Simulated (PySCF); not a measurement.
**Run report: C2H6ClGa, single-point calculation**

- system: C2H6ClGa
- method: SVWN5/6-31G*, RKS (PySCF 2.14.0)

The geometry comes from this level: GFN2-xTB.

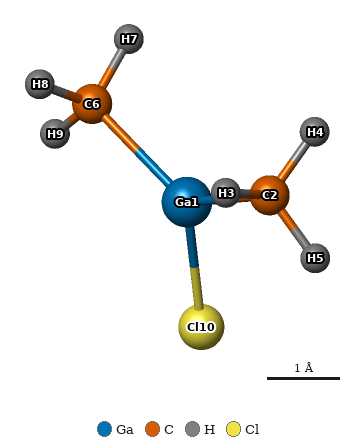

**Figure 1.** The input geometry (ball-and-stick view, seen at a tilt; atoms are numbered from 1 in the order of the input). Sticks mark near contacts. Bond lengths as drawn: Cl–Ga 2.11 Å, C–Ga 2.05 Å and C–H 1.09 Å.

### Summary

```tsv
quantity	value
outcome	converged
total energy	−2459.356472 hartree
basis functions	90
HOMO	−6.44 eV
LUMO	−1.88 eV
dipole moment	2.43 D
hardware	1 thread of Arm Neoverse V1, 24 GiB of memory available, shared host
wall time	24 s
peak memory	0.17 GiB
```

### The input (run.py)
```python
# GaMe2Cl
from pyscf import gto, dft

mol = gto.Mole()
mol.atom = '''
Ga  -0.300830  -0.511420  -0.001430
C    1.737700  -0.684690  -0.001770
H    2.167080  -0.270020   0.913430
H    2.179740  -0.152680  -0.847110
H    2.011930  -1.740390  -0.068280
C   -1.443570   1.185100   0.004990
H   -1.319860   1.742920  -0.926480
H   -1.168460   1.847240   0.828990
H   -2.496610   0.911100   0.109040
Cl  -1.367130  -2.327180  -0.011380
'''
mol.max_memory = 40
mol.basis = '6-31g*'
mol.spin = 0
mol.verbose = 3
mol.build()

mf = dft.RKS(mol)
mf.xc = 'svwn'
mf.direct_scf_tol = 1e-10
mf.max_cycle = 60
mf.grids.level = 4
mf.conv_tol = 1e-08
mf.kernel()

e_final = mf.e_tot
print('E = %.10f Eh' % e_final)
```

Command:
```bash
OMP_NUM_THREADS=1 python run.py
```

### The program's output
```
converged SCF energy = -2459.35647215828
E = -2459.3564721583 Eh
```

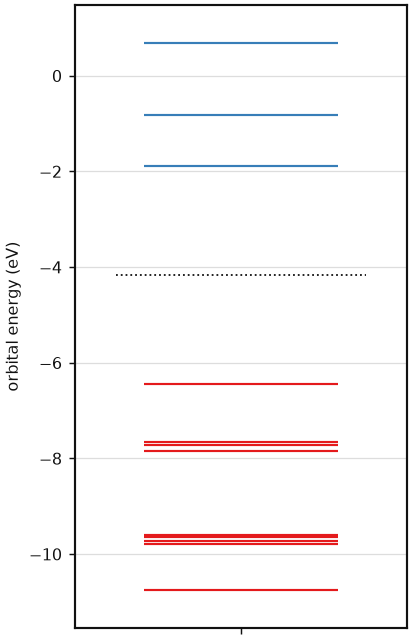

**Figure 2.** Orbital energies near the frontier; the dotted line parts filled from empty levels, and levels within 0.02 eV of each other stand side by side. Highest filled −6.44 eV, lowest empty −1.88 eV, 4.56 eV apart.
